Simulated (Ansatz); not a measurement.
Relaxed BP (zinc blende):

```yaml
crystal:
  lattice:
    - [0.00000, 4.54847, 4.54847]
    - [2.27424, 2.27424, 4.54847]
    - [2.27424, 2.27424, 0.00000]
  atoms:
    - { symbol: P, position: [0.00000, 0.75000, 0.75000] }
    - { symbol: P, position: [0.50000, 0.75000, 0.75000] }
    - { symbol: B, position: [0.00000, 0.00000, 0.00000] }
    - { symbol: B, position: [0.50000, 0.00000, 0.00000] }
```

A phonon eigenvector at X = (0.5, 0.5, 0.0) is frozen into this cell: atom i moves by Q times the vector below, so Q is the largest atomic displacement, in Å. The cell is held. (q is in reciprocal vectors of the primitive cell; the cell shown is doubled to hold the pattern.)

```json
[
 {"atom": "P1", "x": "0.000", "y": "0.000", "z": "1.000"},
 {"atom": "P2", "x": "0.000", "y": "0.000", "z": "-1.000"}
]
```

Atoms not listed stay in place.

Calculation: PBE (plane waves to 420 eV, PAW, scalar-relativistic; Ansatz, a first-principles code). k mesh 12×12×12 (Γ-centred), Fermi-Dirac smearing 0.05 eV. Energies are smeared free energies. BP was relaxed with its symmetry unable to fall. The zero of ΔE is the undisplaced structure.

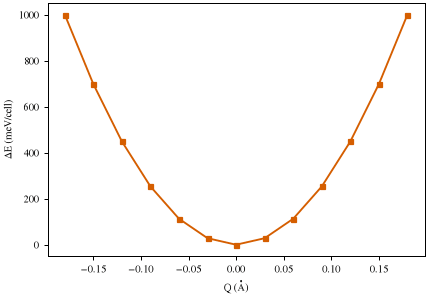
Fig. 1. ΔE (meV/cell) against Q (Å); computed points joined by lines.

What is the energy change at Q = 0.180 Å?

About 1000 meV/cell.

What harmonic wavenumber does the curvature at Q = 0 give?

About 530 cm⁻¹.

(For displaced atoms, the force is minus the slope of the energy, and its curvature is a force constant, which sets phonon frequencies.)
